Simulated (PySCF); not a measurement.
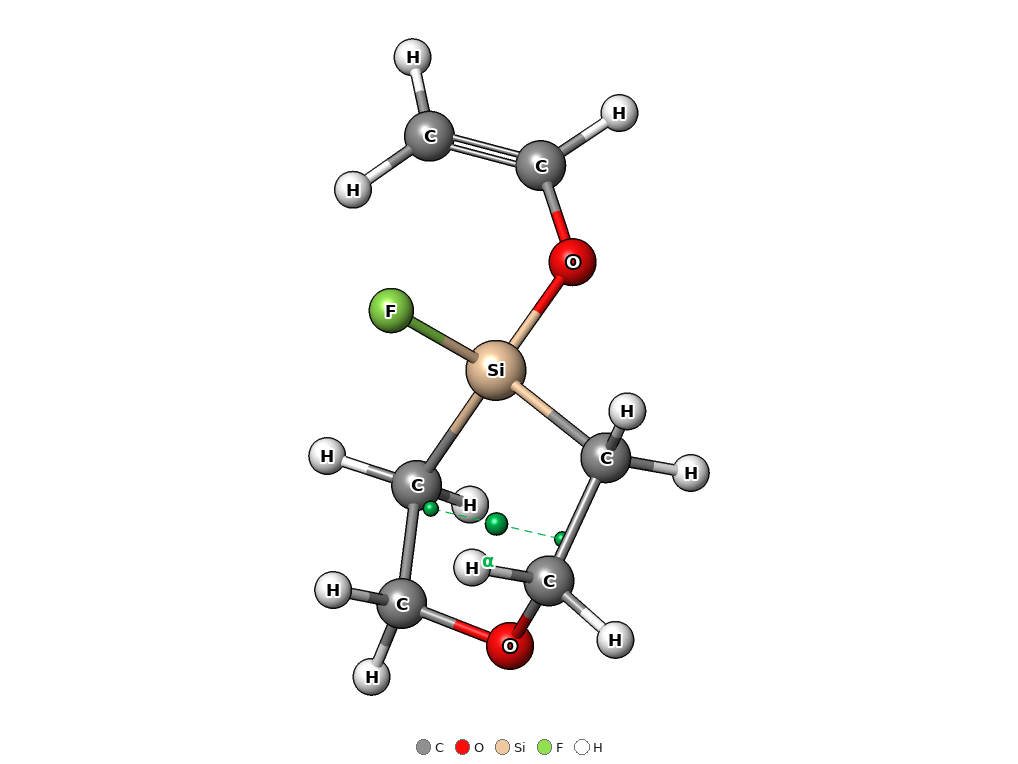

The small points mark where nucleus-independent chemical shifts (NICS) were computed: at the centre of each lettered ring and 1 Å above and below it. The computed structure is the end point of a GFN2-xTB optimisation. No frequency run is at hand to confirm it as a minimum. Level of theory: GIAO PBE0/pcSseg-1 NMR shielding, non-relativistic, gas phase (PySCF 2.14.0).

Give NICS(0), NICS(1) and the out-of-plane component NICS(1)zz for each ring (means of the two sides).

```
ring  members  NICS(0)  NICS(1)  NICS(1)zz
   α    C4OSi     −1.8     −1.7        3.0
```

Values in ppm.

> What do the values say about the ring currents?

Ring α: weak, as in a non-aromatic ring. NICS is one index among several.

The geometry is semi-empirical. Around Si such bond lengths and angles can be off by a tenth of an ångström or more and by several degrees, and values that hang on the shape move with them.
